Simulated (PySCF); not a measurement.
# One shape, several levels: CH6Si (methylsilane)

Wanted: a comparison of 6 runs (HF/STO-3G, B3LYP/6-31G*, B3LYP/def2-TZVP, M06-2X/def2-TZVP, r2SCAN/def2-TZVP, wB97M-V/def2-TZVP) of CH6Si (methylsilane). 

Program for the calculation: PySCF 2.14.0.

2 further runs of the same task are left out: 2 set aside as unsound or not needed.

### Step 1. The system as given

The species is CH6Si (8 atoms), meant as a singlet with charge 0. SMILES: `C[SiH3]`. The C1–Si2 distance was set to 3.367 Å, away from the relaxed value. At this shape a bond of the SMILES string is far longer than usual.

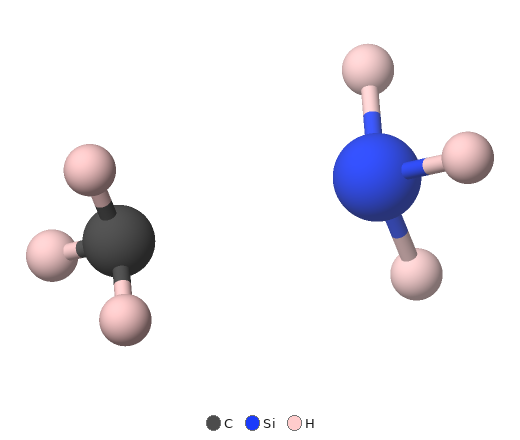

The structure, seen from a chosen angle (carbon dark grey, silicon blue, hydrogen pink).

### Step 2. The energy at HF/STO-3G (run 1)

job.py

```python
from pyscf import gto

mol = gto.M(
    atom='''
C     -0.456629     0.603163    -2.365704
Si     0.162420    -0.214550     0.841500
H     -1.515599     0.475933    -2.600984
H      0.120341    -0.027997    -3.045204
H     -0.188529     1.644143    -2.559264
H     -0.624960     0.646220     1.765390
H      1.605560    -0.040010     1.159870
H     -0.203110    -1.633210     1.102780
''',
    verbose=3,
    basis='sto-3g',
    max_memory=1860,
)

myscf = mol.RHF()
myscf.conv_tol = 1e-10
myscf.kernel()
if not myscf.converged:
    myscf = myscf.newton().run(myscf.mo_coeff, myscf.mo_occ)

energy = myscf.e_tot
print('E = %.10f Eh' % energy)
```

Run with:

```bash
$ OMP_NUM_THREADS=1 python job.py
```

Output:

```text
converged SCF energy = -326.214529581926
E = -326.2145295819 Eh
```

Wall time 1.2 s (1 thread of Arm Neoverse N1, shared host); peak memory 0.12 GiB.

### Step 3. The energy at B3LYP/6-31G(d) (spherical functions) (run 2)

input.py

```python
from pyscf import gto, dft

mol = gto.M(
    atom=[
    ('C', (-0.456629, 0.603163, -2.365704)),
    ('Si', (0.162420, -0.214550, 0.841500)),
    ('H', (-1.515599, 0.475933, -2.600984)),
    ('H', (0.120341, -0.027997, -3.045204)),
    ('H', (-0.188529, 1.644143, -2.559264)),
    ('H', (-0.624960, 0.646220, 1.765390)),
    ('H', (1.605560, -0.040010, 1.159870)),
    ('H', (-0.203110, -1.633210, 1.102780)),
],
    basis='6-31g*',
    charge=0,
    max_memory=1860,
    verbose=4,
)

calc0 = dft.RKS(mol)
calc0.xc = 'b3lyp'
calc0.grids.level = 5
calc0.conv_tol = 1e-10
calc0.kernel()
if not calc0.converged:
    calc0 = calc0.newton().run(calc0.mo_coeff, calc0.mo_occ)

e_final = calc0.e_tot
print('E = %.10f Eh' % e_final)
```

Run with:

```bash
$ OMP_NUM_THREADS=1 python input.py
```

Output:

```text
PySCF version 2.14.0

[... 76 lines left out ...]
converged SCF energy = -331.067345360042
E = -331.0673453600 Eh
```

It took 11 s on 1 thread of Arm Neoverse N1, shared host; peak memory 0.27 GiB.

### Step 4. The energy at B3LYP/def2-TZVP (run 3)

job.py

```python
from pyscf import gto, dft

molecule = gto.M(
    atom='''
C       -0.456629       0.603163      -2.365704
Si       0.162420      -0.214550       0.841500
H       -1.515599       0.475933      -2.600984
H        0.120341      -0.027997      -3.045204
H       -0.188529       1.644143      -2.559264
H       -0.624960       0.646220       1.765390
H        1.605560      -0.040010       1.159870
H       -0.203110      -1.633210       1.102780
''',
    basis='def2-tzvp',
    max_memory=1860,
    verbose=3,
)

mf = dft.RKS(molecule)
mf.xc = 'b3lyp'
mf.conv_tol = 1e-10
mf.grids.level = 5
mf.kernel()
if not mf.converged:
    mf = mf.newton().run(mf.mo_coeff, mf.mo_occ)

e_tot = mf.e_tot
print('E = %.10f Eh' % e_tot)
```

Run with:

```bash
$ OMP_NUM_THREADS=1 python job.py
```

Output:

```text
converged SCF energy = -331.119010542807
E = -331.1190105428 Eh
```

Run time: 28 s. Hardware: 1 thread of Arm Neoverse N1, shared host; peak memory 0.52 GiB.

Runs 4 to 5 aren't shown in full; the table further down has their settings and results.

### Step 5. The energy at wB97M-V/def2-TZVP (run 6)

run.py

```python
from pyscf import gto, dft

mol = gto.M(
    atom='''
C       -0.456629       0.603163      -2.365704
Si       0.162420      -0.214550       0.841500
H       -1.515599       0.475933      -2.600984
H        0.120341      -0.027997      -3.045204
H       -0.188529       1.644143      -2.559264
H       -0.624960       0.646220       1.765390
H        1.605560      -0.040010       1.159870
H       -0.203110      -1.633210       1.102780
''',
    verbose=3,
    spin=0,
    max_memory=1860,
    charge=0,
    basis='def2-tzvp',
)

ks = dft.RKS(mol, xc='wb97m-v')
ks.grids.level = 5
ks.nlcgrids.level = 1
ks.conv_tol = 1e-10
ks.kernel()
if not ks.converged:
    ks = ks.newton().run(ks.mo_coeff, ks.mo_occ)

e_tot = ks.e_tot
print(f'total energy: {e_tot:.8f} hartree')
```

Run with:

```bash
$ OMP_NUM_THREADS=1 python run.py
```

Output:

```text
converged SCF energy = -331.006242739165
total energy: -331.00624274 hartree
```

Wall time 2 min (1 thread of Arm Neoverse N1, shared host); peak memory 0.58 GiB.

### Step 6. Overview of the runs

| run | level | integration grid | nlc grid | energy (Eh) | dipole moment (D) | HOMO energy (eV) | LUMO energy (eV) | wall time |
| --- | --- | --- | --- | --- | --- | --- | --- | --- |
| 1 | HF/STO-3G | – | – | -326.214530 | 1.12 | -4.61 | 2.72 | 1.2 s |
| 2 | B3LYP/6-31G* (spherical functions) | 5 | – | -331.067345 | 0.19 | -6.10 | -2.95 | 11 s |
| 3 | B3LYP/def2-TZVP | 5 | – | -331.119011 | 0.30 | -6.31 | -3.25 | 28 s |
| 4 | M06-2X/def2-TZVP | 5 | – | -331.019270 | 0.64 | -7.20 | -2.30 | 50 s |
| 5 | r2SCAN/def2-TZVP | 5 | – | -331.026605 | 0.28 | -5.84 | -3.72 | 63 s |
| 6 | wB97M-V/def2-TZVP | 5 | 1 | -331.006243 | 0.56 | -8.21 | -1.32 | 2 min |

### Step 7. Summary of results

| quantity | value |
| --- | --- |
| run 6: total energy | -331.00624 Eh |
| run 6: dipole moment | 0.56 D |
| run 6: HOMO energy | -8.21 eV |
| run 6: LUMO energy | -1.32 eV |
| run 6: HOMO–LUMO gap | 6.89 eV |

What this shows: The dipole moment (its size) runs from 0.19 D (B3LYP/6-31G*) to 1.12 D (HF/STO-3G). The two ends differ in method and basis. The two dipoles point in opposite directions. The HOMO–LUMO gap runs from 2.12 eV (r2SCAN/def2-TZVP) to 7.33 eV (HF/STO-3G). Totals of different functionals can't be ranked against each other. In run 1 the basis is minimal, so the values are rough. In runs 1, 2, 3, 4, 5, 6 a closed-shell determinant meets a far-stretched bond, which it describes badly. All runs together took 4.5 min, the longest 2 min.
